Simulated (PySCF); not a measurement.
C6H4Cl6Si2, SMILES c1c(ccc([Si](Cl)(Cl)Cl)c1)[Si](Cl)(Cl)Cl, singlet, GFN2-xTB optimised geometry. Atoms within 1.6 Å of the plane z = 1.0 Å (x, y, z in Å): Si11 (0.21, -0.16, 0.00), Cl12 (-0.45, 1.75, 0.00), Cl13 (2.23, -0.16, 0.00), Cl14 (-0.46, -1.10, 1.66).

Level of theory: PBE0/def2-SVP (PySCF).

Map of the Laplacian of the electron density (e/bohr⁵) on the plane z = 1.0 Å:

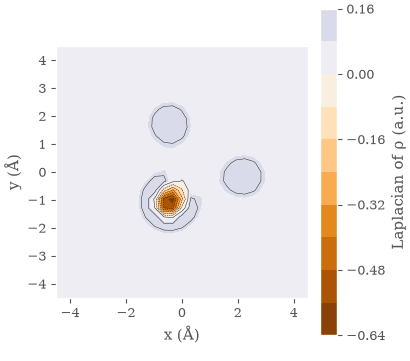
*Laplacian of the electron density (e/bohr⁵) on the plane z = 1.0 Å.*
